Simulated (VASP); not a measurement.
Energy against volume of CsI (CsCl type). Calculation: AM05 GGA, VASP's PBE PAW potentials (set 64) (plane waves; VASP).

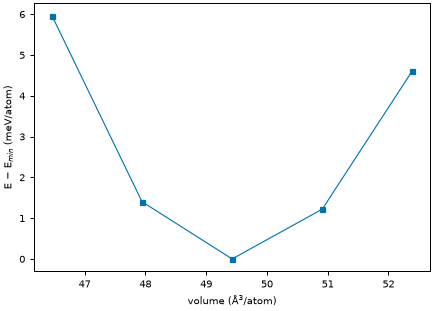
Figure: Energy against volume

Q: Estimate the equilibrium volume and the bulk modulus.

A: The minimum lies near 49.4 Å³/atom, and the curvature gives B0 of about 9.4 GPa.

The compound is CsI in the CsCl type structure. It was relaxed first.
